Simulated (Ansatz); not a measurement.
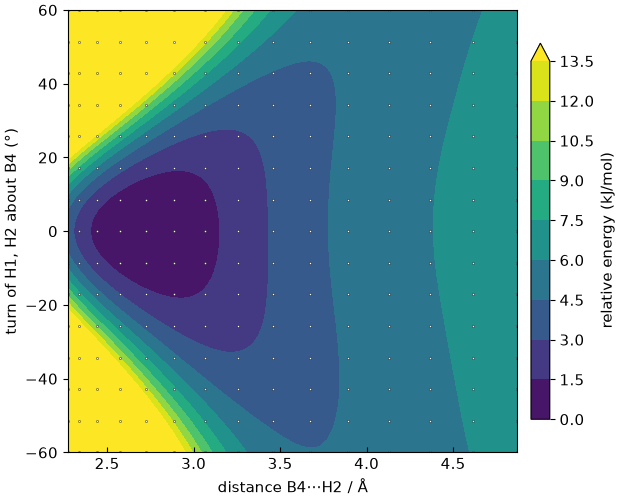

The pair H₂···BF₃. 
- The turn is about an axis along (−0.95, 0.22, 0.22) in the frame of the relaxed pair, normal to the line between the partners.
- The first coordinate is: distance B4···H2; the second: turn of H1, H2 about B4.
- The grid has 15 × 15 points.
- Points are written as (first, second).
- All energies are given in kJ/mol relative to the lowest grid point.
- Level of theory: RKS PBE-D4/def2-SVPD in Ansatz 0.2.0.

Drawn: filled contours, dots at the grid points, one colour for all values above the top of the scale. Between grid points the surface is interpolated.

The lowest grid point is at (2.722 Å, 0.0°). No other kind of well shows on this grid. The highest grid point, (2.272 Å, 60.0°), lies 181.4 kJ/mol above the lowest. Round the minimum the two coordinates are nearly uncoupled.

The level of theory is changed to RHF/def2-SVPD in Ansatz; with it change the reference geometry, relaxed at the new level; the new grid has 15 × 15 points.

### What does this change do to the map?

The minimum (interpolated where it lies between grid points) moves from about (2.706 Å, 0°) to about (2.997 Å, 0°). The curvature at the minimum changes from about 0.24 to 0.14 eV/Å² along distance B4···H2 and from about 0.46 to 0.24 eV/rad² along turn of H1, H2 about B4.

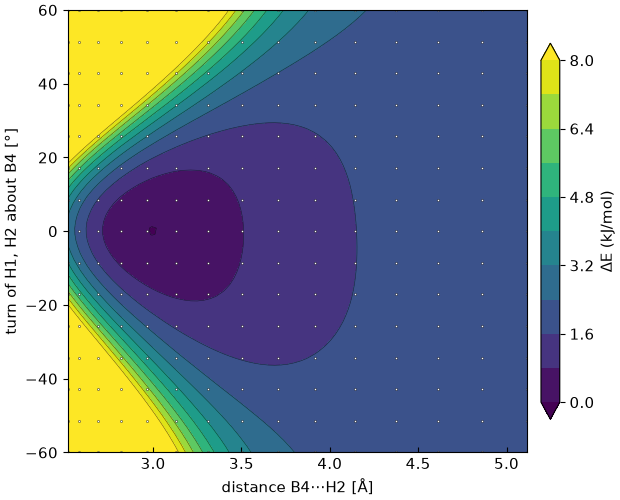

The map after the change, on a colour scale of its own. In the figure: filled contours, dots at the grid points, one colour for all values above the top of the scale. Between grid points the surface is interpolated.
